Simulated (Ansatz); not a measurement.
## CH₆InN: a changed input and its effect

System: CH₆InN.
Method of run 1: RKS B2PLYP (frozen core)/def2-TZVPP (Ansatz 0.2.0).

The geometry comes from this level: PBE0-D4/def2-TZVP. Text and figures count atoms from 1; the logs count them from 0 in places.

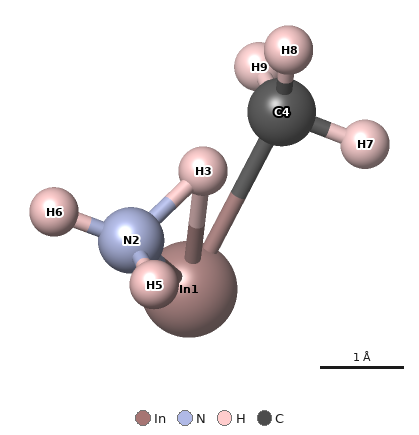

Figure 1. The structure as given in the input (ball-and-stick view, seen at a tilt; atoms are numbered from 1 in the order of the input). Sticks mark near contacts.

## The input, run 1
```yaml
crystal:
  periodic: [false, false, false]
  atoms:
    - {symbol: In, position_ang: [-0.798101, -1.501361, -0.983374]}
    - {symbol: N, position_ang: [-0.331735, -0.857818, 1.188511]}
    - {symbol: H, position_ang: [0.038168, 0.043695, 0.315690]}
    - {symbol: C, position_ang: [0.332705, 0.813914, -0.854039]}
    - {symbol: H, position_ang: [0.402690, -1.311371, 1.719737]}
    - {symbol: H, position_ang: [-1.072241, -0.605080, 1.832605]}
    - {symbol: H, position_ang: [1.148345, 0.524313, -1.529054]}
    - {symbol: H, position_ang: [0.732673, 1.619130, -0.222282]}
    - {symbol: H, position_ang: [-0.452404, 1.274578, -1.467793]}
basis:
  gaussian: {orbitals: def2-TZVPP}
hamiltonian: {xc: {name: B2PLYP}}
```

Launched with:
```bash
ansatz run in.yaml --threads 4 --pin off --events-out ev --progress --plain --max-ram 9574MiB
```

Hardware: 4 threads of Arm Neoverse V1, 23 GiB of memory available, shared host.

## Output (run 1)
```
Functional definition: B2PLYP
  parameter a = 0.53
  parameter c = 0.27
  exchange = (1 - a)*b88_x + a*exact_x
  correlation = (1 - c)*lyp_c + c*(mp2_os + mp2_ss)
1325 factors; integrals over basis functions are off by at most 8.9e-4 eV
mean field evaluation 1: about -7775.8559 eV, gradient 6.4e1 eV
mean field evaluation 2: about -7775.8838 eV, gradient 6.3e1 eV
mean field evaluation 4: about -7784.3469 eV, gradient 8.4e0 eV
mean field evaluation 8: about -7784.5217 eV, gradient 8.3e-1 eV
mean field evaluation 16: about -7784.5232 eV, gradient 2.5e-4 eV
mean field -7784.52318968 eV, -286.0759506812 hartree, gradient 1.7e-6 eV, S^2 0.000000; 0 other end points of the search recorded, 0 dependent functions left out
6 core orbitals not correlated: weight in the atoms' cores, before any rotation towards them, 1.000 or more for the frozen orbitals, at most 0.000 for the correlated occupied ones
reference -7784.52335228 eV, -286.0759566567 hartree; 14, 14 occupied and 176, 176 virtual orbitals, 1325 factors
second order -23.60728718 eV of doubles, -0.00000000 eV of singles
Total energy: -7790.89731982 eV, -286.3101956433 hartree
```

For run 2 the input was changed thus:
```diff
-    - {symbol: In, position_ang: [-0.798101, -1.501361, -0.983374]}
-    - {symbol: N, position_ang: [-0.331735, -0.857818, 1.188511]}
-    - {symbol: H, position_ang: [0.038168, 0.043695, 0.315690]}
-    - {symbol: C, position_ang: [0.332705, 0.813914, -0.854039]}
-    - {symbol: H, position_ang: [0.402690, -1.311371, 1.719737]}
-    - {symbol: H, position_ang: [-1.072241, -0.605080, 1.832605]}
-    - {symbol: H, position_ang: [1.148345, 0.524313, -1.529054]}
-    - {symbol: H, position_ang: [0.732673, 1.619130, -0.222282]}
-    - {symbol: H, position_ang: [-0.452404, 1.274578, -1.467793]}
+    - {symbol: In, position_ang: [-1.079303, -1.027251, -1.134203]}
+    - {symbol: N, position_ang: [-0.179718, -0.869502, 1.371981]}
+    - {symbol: H, position_ang: [0.423035, -0.054896, 1.396165]}
+    - {symbol: C, position_ang: [0.177943, 0.843620, -1.320079]}
+    - {symbol: H, position_ang: [0.363259, -1.674998, 1.659377]}
+    - {symbol: H, position_ang: [-0.915221, -0.739690, 2.056498]}
+    - {symbol: H, position_ang: [1.226933, 0.632950, -1.074089]}
+    - {symbol: H, position_ang: [-0.174430, 1.619518, -0.627959]}
+    - {symbol: H, position_ang: [0.157602, 1.270250, -2.327691]}
```

What does this change do to the results?

With the same method and basis, run 2 lies 25.4 kcal/mol lower.

## Output (run 2)
```
Functional definition: B2PLYP
  parameter a = 0.53
  parameter c = 0.27
  exchange = (1 - a)*b88_x + a*exact_x
  correlation = (1 - c)*lyp_c + c*(mp2_os + mp2_ss)
1313 factors; integrals over basis functions are off by at most 1.2e-3 eV
mean field evaluation 1: about -7776.7014 eV, gradient 6.4e1 eV
mean field evaluation 2: about -7776.7268 eV, gradient 6.4e1 eV
mean field evaluation 4: about -7785.7741 eV, gradient 4.4e0 eV
mean field evaluation 8: about -7785.8315 eV, gradient 3.0e-1 eV
mean field evaluation 16: about -7785.8318 eV, gradient 1.5e-4 eV
mean field -7785.83184148 eV, -286.1240427478 hartree, gradient 6.4e-6 eV, S^2 0.000000; 0 other end points of the search recorded, 0 dependent functions left out
6 core orbitals not correlated: weight in the atoms' cores, before any rotation towards them, 1.000 or more for the frozen orbitals, at most 0.000 for the correlated occupied ones
reference -7785.83200818 eV, -286.1240488740 hartree; 14, 14 occupied and 176, 176 virtual orbitals, 1313 factors
second order -22.83913121 eV of doubles, -0.00000000 eV of singles
Total energy: -7791.99857360 eV, -286.3506659735 hartree
```

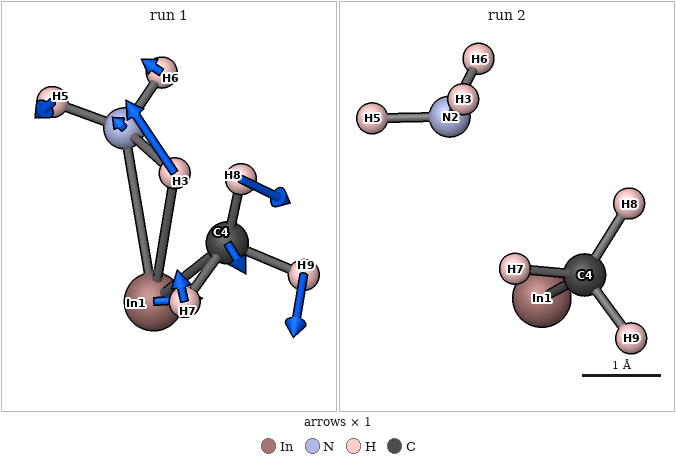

Figure 2. The two input geometries at one scale (ball-and-stick view, seen at a tilt). The blue arrows on the first give the shifts of the atoms after the best rigid fit, at true length. The atom that moves furthest after the best rigid fit is H3 (1.16 Å). Largest moves by element: H 1.16 Å, In 0.66 Å, C 0.49 Å, N 0.24 Å. Among the contacts that change: In1–H3 2.185 → 3.099 Å, In1–N2 2.313 → 2.667 Å, In1–C4 2.580 → 2.262 Å, N2–H3 1.308 → 1.014 Å.

## The two runs side by side

```tsv
quantity	run 1	run 2
outcome	converged	converged
total energy (hartree)	−286.310196	−286.350666
basis functions	196	196
wall time (shared host)	3.6 s	3.5 s
```
